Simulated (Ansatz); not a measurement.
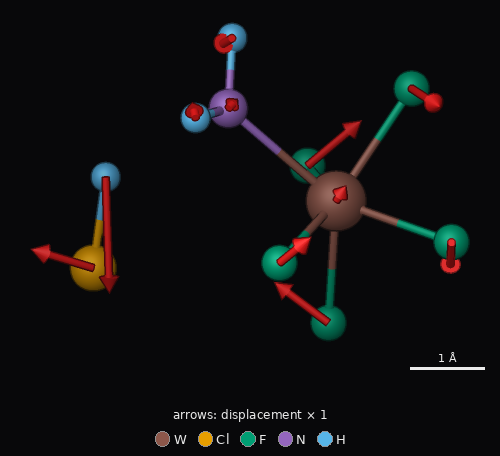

A relaxation of WNH3ClF5. The starting structure is drawn; red arrows show the displacements, at their true length. The two geometries are superimposed by the best rigid fit.

The picture is a ball-and-stick view, seen at a tilt.

The run prepares an end point of a later path (reaction) calculation, from a guessed geometry.

These are results of RHF/def2-SVP (Ansatz), not measurements.

Input
```yaml
crystal:
  periodic: [false, false, false]
  atoms:
    - { symbol: W, position_ang: [0.254494, 0.308527, -0.331374] }
    - { symbol: Cl, position_ang: [0.497004, -0.505187, 3.166357] }
    - { symbol: F, position_ang: [1.913921, -0.473691, -0.122907] }
    - { symbol: F, position_ang: [-0.280322, 1.797194, -1.285981] }
    - { symbol: F, position_ang: [-1.225796, 0.76257, 0.654454] }
    - { symbol: F, position_ang: [-0.367072, -1.36644, 0.093985] }
    - { symbol: F, position_ang: [0.414763, -0.291648, -2.061034] }
    - { symbol: "N", position_ang: [1.268301, 1.636792, 0.796997] }
    - { symbol: H, position_ang: [2.263964, 1.542743, 0.886617] }
    - { symbol: H, position_ang: [0.934733, 2.585928, 0.831245] }
    - { symbol: H, position_ang: [0.789409, 0.736413, 2.81934] }
basis:
  gaussian: { orbitals: def2-SVP }
hamiltonian:
  xc: hf
relax:
  f_tol: 0.03
  max_steps: 50
```

Run as
```bash
ansatz run input.yaml --threads 4 --pin off --max-ram 5120MiB --backend cpu --events-out ev --progress --plain --runs-dir out
```

> Which element moves most?

Hydrogen: up to 1.64 Å, against 1.15 Å for fluorine.

> What did the optimiser do to the structure, and how much energy did it gain?

The energy falls by 19.5 kcal/mol in 27 accepted moves (30 points after the start). Largest force component: 1.4 eV/Å at the start, 0.012 eV/Å at the end. The line search rejected the trial steps at points 11, 17, 25 of the run. The atom that moves furthest after the best rigid fit is H11 (1.64 Å). By element the largest moves are H 1.64 Å, F 1.15 Å, Cl 0.96 Å, W 0.30 Å, N 0.24 Å. Some distances before and after: W1–Cl2 3.599 → 4.488 Å, W1–N8 2.016 → 1.904 Å, Cl2–H11 1.322 → 1.275 Å, W1–F6 1.837 → 1.862 Å. Bond angles that change, for instance: F7–W1–N8 134.3° → 178.3°, F3–W1–F4 131.3° → 90.8°, F5–W1–F7 131.0° → 94.7°.

Limits of the set-up: the start holds two separate molecules, 2.3 Å apart at their closest, whose relative position is a soft coordinate and is computed without a dispersion correction; Hartree-Fock leaves out electron correlation.
